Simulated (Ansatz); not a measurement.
**Nudged elastic band, with input and output: BSiNH₇ClO₂ (part 2 of 2)**

BSiNH₇ClO₂; RKS PBE/def2-SVP (Ansatz 0.2.0). One setting was made poor on purpose. It belongs to a series of runs on one base structure; here: band between the two ends.

Geometry of the input (Å):
```
B  0.1938  -0.6703  0.4092
N  0.1639  -0.1080  1.7172
H  -0.6325  -0.2584  2.3368
H  1.0411  0.0764  2.2091
O  1.3694  -0.7321  -0.2764
H  1.2498  -1.0441  -1.1901
Cl -1.3501  -1.2138  -0.3234
O  -0.5501  2.5312  0.6643
Si -2.1445  2.6961  0.1776
H  -2.4263  2.0534  -1.1590
H  -3.1124  2.1041  1.1784
H  -2.4122  4.1687  0.0525
H  -0.3020  1.6589  1.0552
```

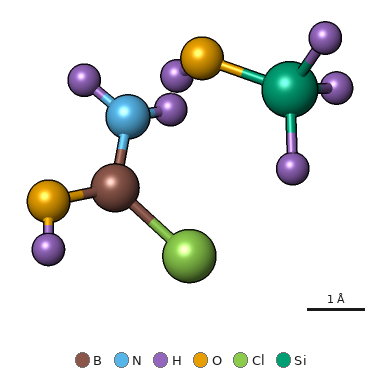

Fig. 1: The input geometry (ball-and-stick view, seen at a tilt).

```
Total energy: -26750.98143002 eV, -983.0804350866 hartree
Atom 0 at    -0.052593    -0.054974     0.392547 Å, force     0.012783     0.073325    -0.029815 eV/Å
Atom 1 at     0.139396    -0.019471     1.917171 Å, force    -0.010533    -0.088607     0.022506 eV/Å
Atom 2 at    -0.460712    -0.666131     2.439533 Å, force     0.029712     0.011887     0.018817 eV/Å
Atom 3 at     1.116869    -0.127042     2.212606 Å, force    -0.009724    -0.000252    -0.005056 eV/Å
Atom 4 at     1.133962    -0.101039    -0.318587 Å, force     0.006536     0.038566    -0.008906 eV/Å
Atom 5 at     0.982082    -0.121940    -1.278774 Å, force     0.001414    -0.031216     0.022766 eV/Å
Atom 6 at    -1.483945    -1.055368    -0.197778 Å, force    -0.038142    -0.035468     0.002556 eV/Å
Atom 7 at    -0.635105     1.603689     0.505295 Å, force     0.118495    -0.126762     0.125043 eV/Å
Atom 8 at    -2.019052     2.446966     0.008846 Å, force    -0.113830     0.084230    -0.031527 eV/Å
Atom 9 at    -2.775811     1.638408    -1.002105 Å, force     0.013597     0.005093    -0.006163 eV/Å
Atom 10 at    -2.881876     2.718831     1.212200 Å, force    -0.008858    -0.008536    -0.014415 eV/Å
Atom 11 at    -1.604434     3.757782    -0.598233 Å, force     0.002048     0.001957     0.008109 eV/Å
Atom 12 at    -0.370881     1.242490     1.558681 Å, force    -0.003498     0.075783    -0.103916 eV/Å
Dipole moment:     0.082375     0.096620     0.301403 e Å
this run last wrote the band of iteration 18 to [file]
```

**The last band as extended XYZ (Å, eV, eV/Å)**
```
13
Properties=species:S:1:pos:R:3:forces:R:3 image=0 energy=-26751.58686
B     0.1938   -0.6703    0.4092   -0.0034   0.0286  -0.0103
N     0.1639   -0.1080    1.7172   -0.0002  -0.0071   0.0033
H    -0.6325   -0.2584    2.3368    0.0001  -0.0003   0.0010
H     1.0411    0.0764    2.2091   -0.0001  -0.0020   0.0000
O     1.3694   -0.7321   -0.2764    0.0020  -0.0097   0.0041
H     1.2498   -1.0441   -1.1901    0.0000  -0.0009  -0.0015
Cl   -1.3501   -1.2138   -0.3234    0.0020  -0.0083   0.0038
O    -0.5501    2.5312    0.6643   -0.0087  -0.0021   0.0036
Si   -2.1445    2.6961    0.1776    0.0067  -0.0048  -0.0068
H    -2.4263    2.0534   -1.1590   -0.0011   0.0020   0.0079
H    -3.1124    2.1041    1.1784    0.0047   0.0083  -0.0064
H    -2.4122    4.1687    0.0525   -0.0026  -0.0054   0.0047
H    -0.3020    1.6589    1.0552    0.0006   0.0018  -0.0035
13
Properties=species:S:1:pos:R:3:forces:R:3 image=1 energy=-26751.58292
B     0.2341   -0.6735    0.3808    0.0002   0.0008   0.0041
N     0.1144   -0.1723    1.7100    0.0002  -0.0038  -0.0047
H    -0.6894   -0.4138    2.2899    0.0001   0.0046   0.0006
H     0.9600    0.0383    2.2451   -0.0009   0.0015  -0.0007
O     1.4379   -0.6257   -0.2542    0.0043   0.0002   0.0006
H     1.3779   -0.8988   -1.1861   -0.0033  -0.0046   0.0008
Cl   -1.2340   -1.3041   -0.4316   -0.0012  -0.0003  -0.0010
O    -0.5627    2.4457    0.5948    0.0087   0.0100   0.0033
Si   -2.1665    2.7332    0.2074   -0.0090  -0.0256  -0.0003
H    -2.6784    1.8423   -0.8982    0.0045   0.0067  -0.0115
H    -3.0880    2.5387    1.3910    0.0004   0.0101   0.0047
H    -2.2518    4.1603   -0.2493   -0.0028  -0.0005   0.0079
H    -0.3656    1.5919    1.0515   -0.0013   0.0009  -0.0037
13
Properties=species:S:1:pos:R:3:forces:R:3 image=2 energy=-26751.56436
B     0.2037   -0.6223    0.3950    0.0062   0.0081   0.0042
N     0.1402   -0.2825    1.7784   -0.0053  -0.0223  -0.0145
H    -0.5969   -0.6544    2.3773   -0.0060   0.0108  -0.0020
H     1.0039   -0.0586    2.2781   -0.0057   0.0114  -0.0040
O     1.3521   -0.4047   -0.3028    0.0082  -0.0193   0.0030
H     1.2348   -0.5406   -1.2587    0.0089  -0.0237  -0.0088
Cl   -1.2671   -1.2825   -0.3920    0.0109  -0.0150   0.0016
O    -0.5751    2.3232    0.6517    0.0179   0.0077   0.0233
Si   -2.1293    2.7115    0.1625   -0.0123  -0.0055  -0.0316
H    -2.7237    1.6967   -0.7830   -0.0025  -0.0128   0.0129
H    -3.0812    2.8570    1.3271   -0.0082   0.0102  -0.0026
H    -2.0250    4.0207   -0.5623   -0.0140   0.0305   0.0300
H    -0.4486    1.4985    1.1801    0.0019   0.0200  -0.0115
13
Properties=species:S:1:pos:R:3:forces:R:3 image=3 energy=-26751.43781
B     0.1095   -0.4650    0.4415    0.1010  -0.1909   0.0947
N     0.1909   -0.2670    1.8602    0.0014  -0.1384  -0.0344
H    -0.4627   -0.7335    2.4885   -0.0088  -0.0328   0.0070
H     1.1098   -0.1008    2.2766    0.0083   0.0211   0.0084
O     1.1965   -0.2098   -0.3342    0.0567  -0.0531  -0.0162
H     0.9883   -0.1956   -1.2840   -0.0154  -0.0452   0.0035
Cl   -1.4221   -1.1240   -0.2308    0.0227  -0.0328  -0.0159
O    -0.5680    2.0338    0.5773    0.0091   0.2191   0.0210
Si   -2.0610    2.5833    0.0570    0.0075   0.0734   0.0530
H    -2.7362    1.6553   -0.9222    0.0287   0.0106   0.0241
H    -2.9963    2.7988    1.2189   -0.0699   0.0310   0.0033
H    -1.7831    3.8856   -0.6321   -0.0924   0.0611  -0.0280
H    -0.4777    1.4010    1.3345   -0.0488   0.0771  -0.1205
13
Properties=species:S:1:pos:R:3:forces:R:3 image=4 energy=-26750.98139
B    -0.0526   -0.0550    0.3925    0.0128   0.0733  -0.0298
N     0.1394   -0.0195    1.9172   -0.0105  -0.0886   0.0225
H    -0.4607   -0.6661    2.4395    0.0297   0.0119   0.0188
H     1.1169   -0.1270    2.2126   -0.0097  -0.0003  -0.0051
O     1.1340   -0.1010   -0.3186    0.0065   0.0386  -0.0089
H     0.9821   -0.1219   -1.2788    0.0014  -0.0312   0.0228
Cl   -1.4839   -1.0554   -0.1978   -0.0381  -0.0355   0.0026
O    -0.6351    1.6037    0.5053    0.1185  -0.1268   0.1250
Si   -2.0191    2.4470    0.0088   -0.1138   0.0842  -0.0315
H    -2.7758    1.6384   -1.0021    0.0136   0.0051  -0.0062
H    -2.8819    2.7188    1.2122   -0.0089  -0.0085  -0.0144
H    -1.6044    3.7578   -0.5982    0.0020   0.0020   0.0081
H    -0.3709    1.2425    1.5587   -0.0035   0.0758  -0.1039
13
Properties=species:S:1:pos:R:3:forces:R:3 image=5 energy=-26751.87816
B    -0.1423    0.1689    0.2936   -0.1302   0.2491  -0.1564
N     0.1263    0.0569    1.9111   -0.0011   0.0510   0.0696
H    -0.4634   -0.6302    2.3991   -0.0229   0.0420  -0.0422
H     1.1188   -0.0776    2.1518   -0.0232   0.0301  -0.0563
O     1.1024   -0.1138   -0.3077   -0.0660   0.0219  -0.0056
H     1.0077   -0.0967   -1.2755    0.0677   0.0138   0.0142
Cl   -1.5252   -1.0646   -0.1204   -0.0366   0.0132   0.0668
O    -0.6063    1.5552    0.2402    0.0171  -0.0912  -0.2799
Si   -2.0183    2.3930   -0.0677    0.0272  -0.0541  -0.0706
H    -2.8885    1.6477   -1.0323   -0.1018   0.0418  -0.0762
H    -2.8055    2.6542    1.2032    0.0813  -0.0776  -0.0375
H    -1.6370    3.7361   -0.6276   -0.0199  -0.0048  -0.0119
H    -0.1809    1.0332    2.0835    0.2083  -0.2352   0.5860
13
Properties=species:S:1:pos:R:3:forces:R:3 image=6 energy=-26752.07393
B    -0.1640    0.2315    0.2906   -0.0401   0.0072  -0.0758
N     0.1450    0.1076    1.9199    0.0363  -0.0023   0.0692
H    -0.5737   -0.4726    2.3761   -0.0059   0.0115  -0.0035
H     1.0729   -0.3208    2.0526   -0.0019  -0.0121  -0.0093
O     1.0539   -0.1877   -0.2918   -0.0254   0.0042   0.0789
H     1.0875    0.1108   -1.2150    0.0127  -0.0058  -0.0730
Cl   -1.6335   -1.0018    0.0768   -0.0139   0.0144   0.0052
O    -0.5618    1.5732    0.0257    0.0697   0.0320   0.0164
Si   -2.0389    2.3393   -0.1416   -0.0722  -0.0797  -0.0668
H    -2.9352    1.6902   -1.1561   -0.0039  -0.0006  -0.0253
H    -2.7750    2.4001    1.1788    0.0302   0.0224  -0.0123
H    -1.7356    3.7406   -0.5954   -0.0073   0.0097   0.0642
H     0.1464    1.0519    2.3308    0.0218  -0.0013   0.0321
13
Properties=species:S:1:pos:R:3:forces:R:3 image=7 energy=-26752.10776
B    -0.1589    0.2685    0.2960   -0.0067   0.0050  -0.0052
N     0.1863    0.1324    1.9185    0.0089   0.0003   0.0098
H    -0.6591   -0.1347    2.4426   -0.0055   0.0156   0.0018
H     0.9061   -0.5930    2.0504   -0.0053  -0.0116  -0.0014
O     1.0372   -0.1745   -0.3088    0.0023  -0.0005   0.0016
H     1.0582    0.1049   -1.2395   -0.0049  -0.0047  -0.0030
Cl   -1.6569   -0.9407    0.1242   -0.0016   0.0052   0.0015
O    -0.5473    1.6145    0.0480    0.0085   0.0029   0.0073
Si   -2.0676    2.2954   -0.1482   -0.0086  -0.0062  -0.0147
H    -2.8371    1.7257   -1.3053    0.0054  -0.0006  -0.0098
H    -2.8947    2.1743    1.1093   -0.0048  -0.0066  -0.0041
H    -1.8249    3.7575   -0.4056   -0.0056   0.0014   0.0182
H     0.5466    1.0319    2.2697    0.0178  -0.0001  -0.0020
13
Properties=species:S:1:pos:R:3:forces:R:3 image=8 energy=-26752.12235
B    -0.1555    0.3004    0.3141   -0.0018   0.0016   0.0007
N     0.2445    0.1396    1.9167   -0.0054   0.0026  -0.0086
H    -0.5956    0.2090    2.5075    0.0012  -0.0014   0.0011
H     0.6804   -0.7808    2.0727   -0.0007   0.0002  -0.0012
O     1.0253   -0.1194   -0.3345    0.0074  -0.0075   0.0048
H     0.9962    0.1296   -1.2733   -0.0059   0.0069  -0.0019
Cl   -1.6407   -0.9241    0.1678    0.0017   0.0000   0.0030
O    -0.5718    1.6465    0.1181    0.0025   0.0025   0.0027
Si   -2.1084    2.2663   -0.1491   -0.0022  -0.0016  -0.0002
H    -2.7221    1.7878   -1.4351    0.0016  -0.0011  -0.0009
H    -3.0466    1.9704    0.9944    0.0002   0.0019   0.0011
H    -1.9324    3.7585   -0.2273   -0.0001  -0.0013  -0.0022
H     0.9146    0.8782    2.1794    0.0015  -0.0027   0.0015
```

**Summary**

```json
{"quantity": "outcome", "value": "converged"}
{"quantity": "barrier, forward", "value": "0.606 eV"}
{"quantity": "barrier, backward", "value": "1.141 eV"}
{"quantity": "hardware", "value": "4 threads of Intel Xeon (Granite Rapids), 32 GiB of memory available, shared host"}
{"quantity": "wall time", "value": "1.7 min (CPU time 6.1 min)"}
{"quantity": "peak memory", "value": "0.2 GiB"}
```

**Notes**

A deliberately poor setting: loose force. The order of the saddle point was not checked.
